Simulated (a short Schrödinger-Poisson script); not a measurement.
Structure: symmetric double-gate stack, SiO2 on p-type Si(110), at 300 K.

```tsv
layer	material	thickness (nm)	Na (cm⁻³)
1	SiO2	2.1	-
2	Si	5	1e18
3	SiO2	2.1	-
```

The device is made up for the run: typed textbook-type constants, with dimensions and the other settings drawn at random. SiO2: permittivity 3.9, conduction-band edge (eV) 3.15, gap (eV) 9, electron mass (mₑ) 0.5. Si: permittivity 11.7, conduction-band edge (eV) 0, gap (eV) 1.124, Nv at 300 K (cm⁻³) 3.1e19.

Channel valleys (confinement mass, in-plane density-of-states mass, number): Δ4 0.315, 0.324, 4; Δ2 0.19, 0.417, 2. At the gates, both at one voltage, the conduction-band edge of layer 1 lies 3.49 eV − eVg above the Fermi level of the channel. Gaps are held at their typed values at every temperature. Mesh 0.03 nm at interfaces.

Solved with a short Schrödinger-Poisson script written for these runs: 1D Poisson equation in equilibrium, electrons quantum, Hartree (BenDaniel-Duke, 12 states a valley, the channel's in-plane mass for all, wave functions ending at the dielectric), parabolic valleys, classical holes, full ionisation, no traps, pinning or gate leakage.

Only gate voltages with over 1e8 electrons/cm² are shown.

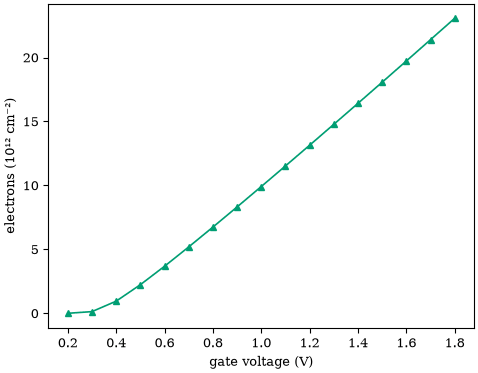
Fig. 1. Sheet density against gate voltage

```tsv
Vg (V)	electrons (cm⁻²)	C (μF/cm²)	Δ4 E0 (meV)	Δ4 E1 (meV)	Δ2 E0 (meV)	Δ2 E1 (meV)
0.2	3.85e9	0.0241	216.5	359.0	248.0	484.6
0.3	1.35e11	0.644	124.4	266.6	155.8	392.2
0.4	9.52e11	1.83	73.4	213.6	104.9	339.3
0.5	2.24e12	2.22	50.5	187.6	81.9	313.3
0.6	3.68e12	2.38	36.6	170.4	68.1	296.1
0.7	5.19e12	2.46	26.7	157.0	58.3	282.8
0.8	6.74e12	2.51	18.9	145.8	50.6	271.6
0.9	8.32e12	2.54	12.4	135.8	44.2	261.8
1	9.91e12	2.57	6.7	126.9	38.8	253.0
1.1	1.15e13	2.59	1.7	118.6	34.0	244.9
1.2	1.31e13	2.61	-2.8	110.9	29.7	237.3
1.3	1.48e13	2.62	-6.9	103.6	25.9	230.3
1.4	1.64e13	2.64	-10.8	96.7	22.3	223.6
1.5	1.81e13	2.65	-14.4	90.2	19.1	217.3
1.6	1.97e13	2.66	-17.8	84.0	16.0	211.4
1.7	2.14e13	2.68	-21.0	78.0	13.2	205.7
1.8	2.31e13	2.69	-24.0	72.3	10.6	200.3
```

Subbands count from the Fermi level. The capacitance is that of both gates.
